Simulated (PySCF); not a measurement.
Vertical excitations of a molecule CH7ClN2Si2 from TDDFT-PBE/def2-SVPD (PySCF), as energy in eV (oscillator strength): 5.17 (0.003), 5.47 (0.003), 5.53 (0.048), 5.64 (0.031), 5.68 (0.010), 5.77 (0.022), 5.83 (0.049), 6.18 (0.084), 6.34 (0.017), 6.35 (0.055). Lowest triplet (TDA): 4.90 eV. Geometry: B3LYP-D3(BJ)/def2-SVP. Other conformers were not sampled.

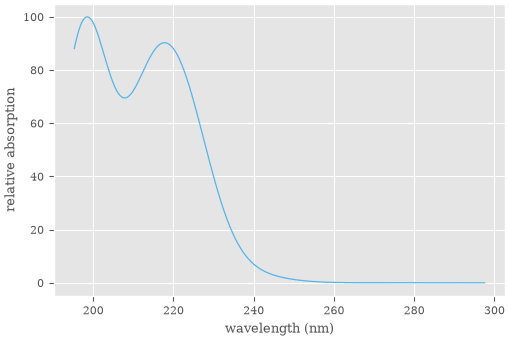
Figure. The lines broadened by 0.4 eV.

**Question.** Identify the compound among the candidates.
A) N[Si@]1(Cl)CN[SiH2]1
B) N[Si@@H](Cl)/N=C\[SiH3]
C) N[Si@]1(Cl)NC[SiH2]1
D) N[SiH2]/N=C/[SiH2]Cl

**Answer.** C, N[Si@]1(Cl)NC[SiH2]1
